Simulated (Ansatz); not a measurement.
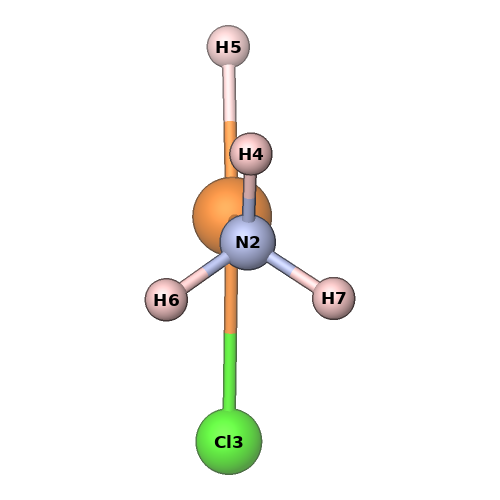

Mg1 lies behind N2. The molecule seen nearly along the N2–Mg1 bond, N2 in front. Atoms fade into the background with distance from the viewer. The computed geometry is a stationary point of PBE0-D4/def2-TZVP, a saddle point of order 1.

What is the torsion angle H4–N2–Mg1–Cl3? The sign is positive where the front bond must turn clockwise to cover the back bond.

Answer. 180°, antiperiplanar (anti).
